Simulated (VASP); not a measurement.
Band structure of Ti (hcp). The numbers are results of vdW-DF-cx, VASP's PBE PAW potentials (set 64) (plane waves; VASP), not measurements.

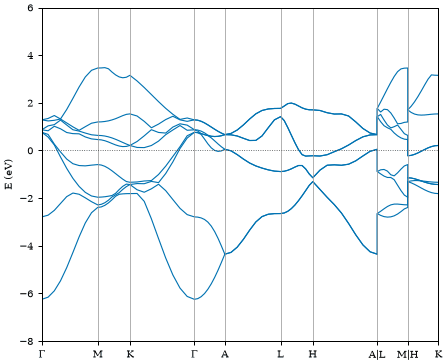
Fig. 1. Bands along high-symmetry lines, zero at the valence-band maximum or, without a gap, the Fermi level

**Question.** Read the plot: is there a gap, and where are the band edges?

**Answer.** It has no gap at this level: it comes out as a metal or semimetal. (Edges off the drawn lines would not show.)

The compound is Ti in the hcp structure. It was relaxed first.
